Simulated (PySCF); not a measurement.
SMILES [F][Al]([Br])[Br] (AlBr2F), singlet, B3LYP/def2-SVP optimised geometry. Atoms within 1.6 Å of the plane z = 0.0 Å (x, y, z in Å): Al1 (-0.51, 0.21, 0.00), F2 (-1.31, 1.67, 0.00), Br3 (-1.72, -1.67, 0.00), Br4 (1.72, 0.21, 0.00).

Computed with B3LYP/def2-TZVP (PySCF 2.14.0). Cells within 0.4 Å of a nucleus heavier than hydrogen are left out (blank, or x).

Map of the deformation density (molecule minus spherical neutral atoms) (e/bohr³) on the plane z = 0.0 Å:

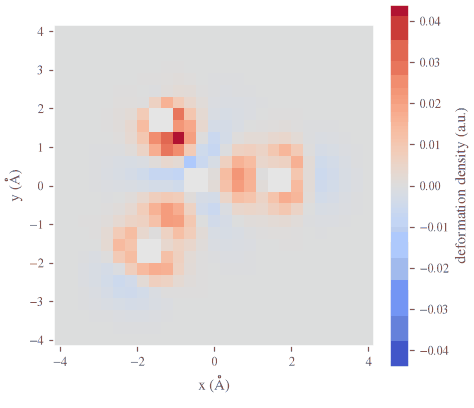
*Deformation density (molecule minus spherical neutral atoms) (e/bohr³) on the plane z = 0.0 Å.*
